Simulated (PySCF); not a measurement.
# KLi: what the fields show

```xyz
2

K     0.0000    0.0000   -0.5222
Li    0.0000    0.0000    2.8998
```

Computed with PBE0/x2c-SVPall, spin-free X2C-1e, Gaussian nucleus, at a bond length of 3.422 Å (PySCF).

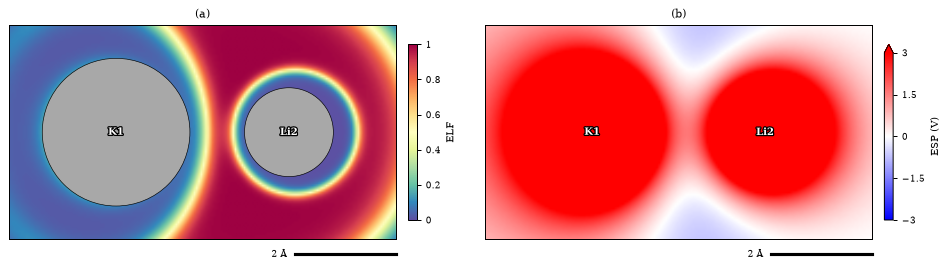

Figure 1. (a) electron localisation function; (b) molecular electrostatic potential on a plane that holds the molecular axis. Grey discs cover the atomic cores in the ELF map.

### What does the map show?

The plane passes through K and Li nuclei. K–Li (3.42 Å): the ELF peaks at about 0.90 between the atoms. Outside the dense part of the molecule the potential is most negative (−0.7 V) near K1.

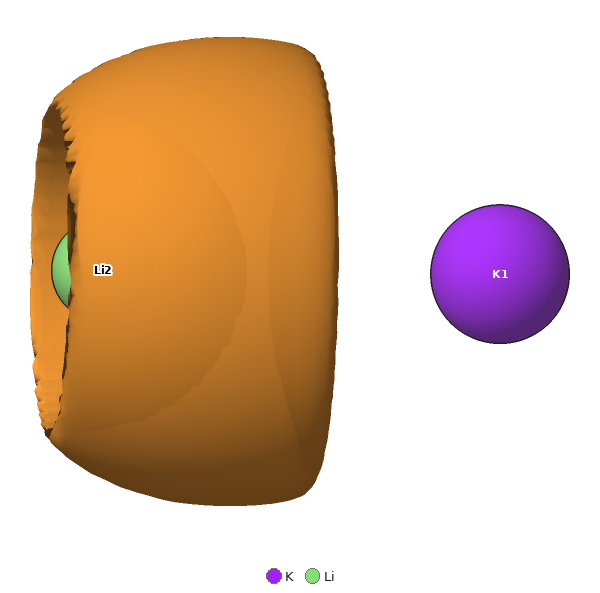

Figure 2. Isosurface of the ELF at 0.85 (orange), seen from one side. Core shells and regions of very low density are left out.

### Describe the localisation domains.

The ELF exceeds this value in one lobe of the valence shell of Li pointing towards K (polar bonds).

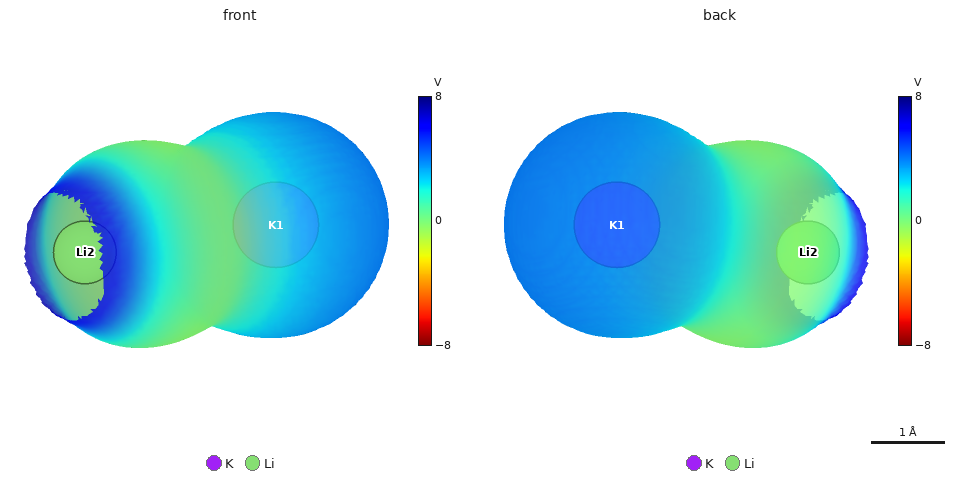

Figure 3. The electrostatic potential painted on the density surface at 0.004 e/bohr³, seen from the front and from behind; red is negative and blue positive.

### Where is the surface potential most negative and most positive?

The most negative region (about −0.2 V) lies over K1, the most positive (about +6.4 V, or +148 kcal/mol for a unit charge) over Li2.
